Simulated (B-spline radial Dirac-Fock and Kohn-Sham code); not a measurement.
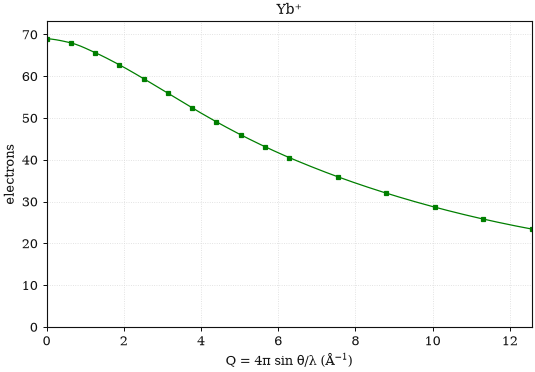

The X-ray form factor f against Q. Species: Yb⁺ in the configuration [Xe] 4f14 6s1, inside a Watson sphere of charge −1 and radius 1.8 Å that stands in for a crystal. Level of theory: the spherical Dirac–Fock density (average of configuration); calculated with a radial B-spline solver.

**How many electrons does the species have?**

69, the value of f at zero angle.

**What is f at Q = 12.6 Å⁻¹?**

23.4 electrons.

**Where has f fallen to half its forward value?**

Near Q = 8.01 Å⁻¹.
